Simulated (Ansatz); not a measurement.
How methods differ on SiH3I (SMILES [SiH3]I)

The species is SiH3I (5 atoms), meant as a singlet with charge 0. SMILES: `[SiH3]I`. The coordinates come from a PBE0-D4/def2-TZVP relaxation.

```xyz
5

Si   -0.1656    0.0693   -0.0773
I     1.9077   -0.9233    0.7378
H    -1.1444    0.0890    1.0339
H    -0.6713   -0.7557   -1.1984
H     0.1235    1.4470   -0.5373
```

Each level gives the energy change with the Si1–H5 bond stretched from 1.481 to 1.851 Å (eV). The values are calculated.

```tsv
level	kind	program	value (eV)	less FCI/STO-3G
HF/STO-3G (restricted)	Hartree–Fock	Ansatz	1.65	+0.43
SVWN5/STO-3G (restricted)	LDA	Ansatz	1.21	-0.01
PBE/STO-3G (restricted)	GGA	Ansatz	1.16	-0.06
revPBE/STO-3G (restricted)	GGA	Ansatz	1.14	-0.08
r2SCAN/STO-3G (restricted)	meta-GGA	Ansatz	1.26	+0.04
B3LYP/STO-3G (restricted)	global hybrid	Ansatz	1.26	+0.04
CAM-B3LYP/STO-3G (restricted)	range-separated hybrid	Ansatz	1.36	+0.14
B2PLYP/STO-3G (restricted)	double hybrid	Ansatz	1.34	+0.12
CCSD/STO-3G (restricted)	coupled cluster or CI	Ansatz	1.23	+0.01
FCI/STO-3G	exact in the basis	Ansatz	1.22	0.00
```

FCI/STO-3G is exact within its basis and frozen core, so for wave-function methods in that basis the difference is their error; functionals converge differently with the basis, so for them it is only a difference. All-electron rows without a relativistic Hamiltonian named are non-relativistic. The first shape isn't each level's own minimum. The values span 1.14 to 1.65 eV. All rows use very small basis sets, so none should be taken for the real molecule's value. In the correlated wave-function rows the outer d shell of I is correlated, in sets not made for it.

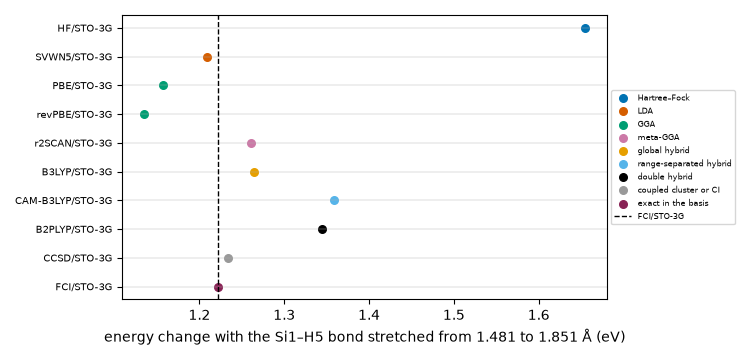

The values of the table, level by level.
